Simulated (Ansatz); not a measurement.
# revPBE/cc-pVDZ run of C3H7F (2-fluoropropane)

Aim: the energy change on altering one bond length of C3H7F (2-fluoropropane) at revPBE/cc-pVDZ, from 2 runs. 

Program for the calculation: Ansatz 0.2.0.

55 further runs of the same task are left out: 55 set aside as unsound or not needed.

### 1 The structure to begin with

C3H7F has 11 atoms, charge 0, and is taken as a singlet. SMILES: `CC(C)F`. The shape is that of a PBE0-D4/def2-TZVP optimisation.

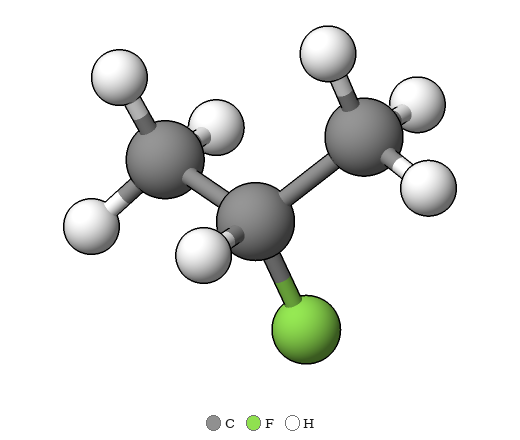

The structure, seen from a chosen angle (carbon grey, fluorine green, hydrogen white).

### 2 A single-point energy at revPBE/cc-pVDZ

in.yaml

```yaml
basis:
  gaussian: {orbitals: cc-pVDZ}
crystal:
  periodic: [false, false, false]
  atoms:
    - symbol: C
      position_ang: [-0.234500, 1.045100, -0.703000]
    - symbol: C
      position_ang: [-0.479600, -0.306600, -0.081300]
    - symbol: C
      position_ang: [0.626400, -0.766200, 0.834700]
    - symbol: F
      position_ang: [-0.614100, -1.242400, -1.108400]
    - symbol: H
      position_ang: [-1.041900, 1.303400, -1.390000]
    - symbol: H
      position_ang: [-0.180600, 1.814100, 0.071000]
    - symbol: H
      position_ang: [0.707700, 1.043900, -1.256000]
    - symbol: H
      position_ang: [-1.436600, -0.307200, 0.453700]
    - symbol: H
      position_ang: [1.578500, -0.788700, 0.299400]
    - symbol: H
      position_ang: [0.417300, -1.766700, 1.216600]
    - symbol: H
      position_ang: [0.722800, -0.085600, 1.683800]
accuracy: high
output: {orbitals: {seedname: orbitals}}
hamiltonian: {xc: {name: revPBE}}
```

On the command line:

```console
$ ansatz run in.yaml --threads 1 --pin off --max-ram 3480MiB --events-out events.jsonl --progress --plain --runs-dir runs
```

What it wrote:

```text
Warning: RAYON_NUM_THREADS=1 ignored (pool sized by the plan → 1); use --threads N
Functional definition: revPBE
  name "revPBE"
  parameter kappa = 1.245
  parameter beta = 0.06672455060314922
  exchange = pbe_x(kappa = kappa, mu = beta*pi^2/3)
  correlation = pbe_c(beta = beta)
2224 factors; integrals over basis functions are off by at most 3.6e-9 eV
mean field evaluation 1: about -5931.7917 eV, gradient 5.9e1 eV
mean field evaluation 2: about -5923.2635 eV, gradient 7.9e1 eV
mean field evaluation 4: about -5940.4791 eV, gradient 5.4e0 eV
mean field evaluation 8: about -5940.5106 eV, gradient 2.4e-1 eV
mean field evaluation 16: about -5940.5108 eV, gradient 1.6e-5 eV
mean field -5940.51076705 eV, -218.3097440663 hartree, gradient 1.8e-8 eV, S^2 0.000000; 0 other end points of the search recorded, 0 dependent functions left out
reference -5940.51077113 eV, -218.3097442164 hartree; 17, 17 occupied and 74, 74 virtual orbitals, 2224 factors
Total energy: -5940.51077113 eV, -218.3097442164 hartree
```

Run time: 7.5 s. Hardware: 1 thread of Arm Neoverse V1, shared host; peak memory 0.27 GiB.

### 3 The distorted shape

molecule.yaml

```yaml
crystal:
  periodic: [false, false, false]
  atoms:
    - {symbol: C, position_ang: [-0.375854, 1.045280, -0.620036]}
    - {symbol: C, position_ang: [-0.620954, -0.306420, 0.001664]}
    - {symbol: C, position_ang: [0.485046, -0.766020, 0.917664]}
    - {symbol: F, position_ang: [-0.755454, -1.242220, -1.025436]}
    - {symbol: H, position_ang: [-1.183254, 1.303580, -1.307036]}
    - {symbol: H, position_ang: [-0.321954, 1.814280, 0.153964]}
    - {symbol: H, position_ang: [0.707700, 1.043900, -1.256000]}
    - {symbol: H, position_ang: [-1.577954, -0.307020, 0.536664]}
    - {symbol: H, position_ang: [1.437146, -0.788520, 0.382364]}
    - {symbol: H, position_ang: [0.275946, -1.766520, 1.299564]}
    - {symbol: H, position_ang: [0.581446, -0.085420, 1.766764]}
basis:
  gaussian: {orbitals: cc-pVDZ}
hamiltonian: {xc: {name: revPBE}}
accuracy: high
output: {orbitals: {seedname: orbitals}}
```

On the command line:

```console
$ ansatz run molecule.yaml --threads 1 --pin off --max-ram 3480MiB --events-out events.jsonl --progress --plain --runs-dir runs
```

What it wrote, cut to the lines that bear on the results:

```text
Warning: RAYON_NUM_THREADS=1 ignored (pool sized by the plan → 1); use --threads N
[... 6 set-up lines as earlier in the session ...]
2225 factors; integrals over basis functions are off by at most 3.5e-9 eV
mean field evaluation 1: about -5931.7005 eV, gradient 5.8e1 eV
mean field evaluation 2: about -5922.2859 eV, gradient 8.0e1 eV
mean field evaluation 4: about -5940.2226 eV, gradient 5.5e0 eV
mean field evaluation 8: about -5940.2575 eV, gradient 2.7e-1 eV
mean field evaluation 16: about -5940.2577 eV, gradient 3.1e-5 eV
mean field -5940.25770673 eV, -218.3004442710 hartree, gradient 3.2e-8 eV, S^2 0.000000; 0 other end points of the search recorded, 0 dependent functions left out
reference -5940.25771086 eV, -218.3004444227 hartree; 17, 17 occupied and 74, 74 virtual orbitals, 2225 factors
Total energy: -5940.25771086 eV, -218.3004444227 hartree
```

Wall time 7.5 s (1 thread of Arm Neoverse V1, shared host); peak memory 0.27 GiB.

### 4 What came out

At revPBE/cc-pVDZ:

```
                                                         quantity          value
                                        first shape: total energy  -218.30974 Eh
                                         first shape: HOMO energy       -7.14 eV
                                         first shape: LUMO energy        1.20 eV
                                       first shape: HOMO–LUMO gap        8.34 eV
                                    distorted shape: total energy  -218.30044 Eh
                                     distorted shape: HOMO energy       -7.16 eV
                                     distorted shape: LUMO energy        1.10 eV
                                   distorted shape: HOMO–LUMO gap        8.26 eV
energy change with the C1–H7 bond stretched from 1.092 to 1.256 Å       0.253 eV
```

What this shows: With the C1–H7 bond stretched from 1.092 to 1.256 Å the energy rises by 0.25 eV (24.4 kJ/mol). The first shape isn't relaxed at this level, so the change isn't measured from a minimum.
